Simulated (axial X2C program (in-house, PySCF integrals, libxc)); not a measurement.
**A two-component session on ReN⁺: properties at the nuclei**

Wanted for ReN⁺: properties at the nuclei, at the two-component level.

The runs use an in-house X2C program for linear molecules on PySCF integrals; two-component X2C with atomic mean-field terms, Re dyall-cv3z, N dyall-av3z.

All values are calculated.

## (1) Set-up

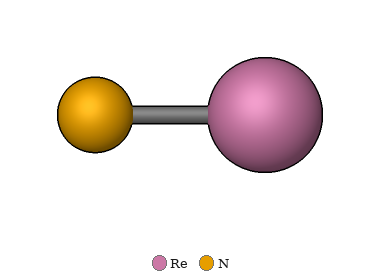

The two atoms at 1.790 Å (rhenium pink, nitrogen amber).

Input file task.json:

```json
{"zs": [75, 7], "q": 1, "bas": ["dyall-cv3z", "dyall-av3z"], "r0": 1.79, "levels": ["PBE0", "HF", "TPSSh", "BHandHLYP", "r2SCAN"], "nst": 3}
```

Keys: zs atomic numbers; q charge; bas basis sets; r0 starting distance in Å; levels methods (HF also brings MP2); nst determinants followed.

Command:

```sh
$ python soeom.py task.json out
```

Further steps of the session: Expectation values, lowest determinant; Expectation values, a higher determinant; Expectation values, a higher determinant.

**Question.** What will these runs give? Wanted: lowest determinant; Eeff magnitude; Ws magnitude Re; A∥/gI Re; qzz Re; higher determinant (for each run or level that gives them).

The runs gave:

| quantity | value |
| --- | --- |
| lowest determinant | Ω = 3/2 (excess of +ω over −ω: ω = 1/2, ω = -3/2, ω = 5/2) |
| Eeff magnitude (GV/cm), PBE0 | 13.1 |
| Ws magnitude Re (kHz), PBE0 | 8.23 |
| A∥/gI Re (MHz), PBE0 | 6230 |
| qzz Re (a.u.), PBE0 | -1.93 |
| higher determinant | Ω = 1/2 (excess of +ω over −ω: ω = 1/2) |
| Eeff magnitude (GV/cm), PBE0, higher determinant | 5.29 |
| Ws magnitude Re (kHz), PBE0, higher determinant | 10.2 |
| A∥/gI Re (MHz), PBE0, higher determinant | 22300 |
| qzz Re (a.u.), PBE0, higher determinant | -1.59 |
| higher determinant | Ω = 5/2 (excess of +ω over −ω: ω = 5/2) |
| Eeff magnitude (GV/cm), PBE0, higher determinant | 5.3 |
| Ws magnitude Re (kHz), PBE0, higher determinant | 2.29 |
| A∥/gI Re (MHz), PBE0, higher determinant | -53.6 |
| qzz Re (a.u.), PBE0, higher determinant | 4.16 |

What this shows: In the first state, the effective field runs from 10.1 to 24.5 GV/cm over the mean-field levels, so the levels don't agree on it. The expectation values come from single determinants, which for open shells can mix terms of unlike spin or miss the lowest Ω, so a determinant need not be a state. Eeff is the effective electric field on the electron dipole moment in this Ω state and Ws the scalar–pseudoscalar constant (defined with the proton number Z and per Ω); A∥ is the parallel hyperfine constant, which follows by multiplying with the nuclear g factor gI = μI/(I μN); qzz is the electric field gradient, eQq0 = 234.96 MHz × Q/barn × qzz. The operators were transformed with the bare-nucleus X2C matrices.
